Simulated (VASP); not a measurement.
Band structure of HfIr (space group P2_1/m). Method: PBEsol GGA with spin-orbit coupling, VASP's PBE PAW potentials (set 64) (plane waves; VASP 6.6.1).

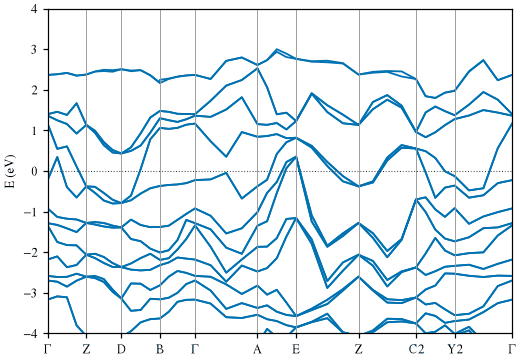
*Bands along high-symmetry lines, zero at the valence-band maximum or, without a gap, the Fermi level*

### Question
Read the plot: is there a gap, and where are the band edges?

### Answer
It has no gap at this level: it comes out as a metal or semimetal.

The structure comes from a computed database's HfIr entry (P2_1/m); how it stands against other phases isn't given here. It was relaxed first.
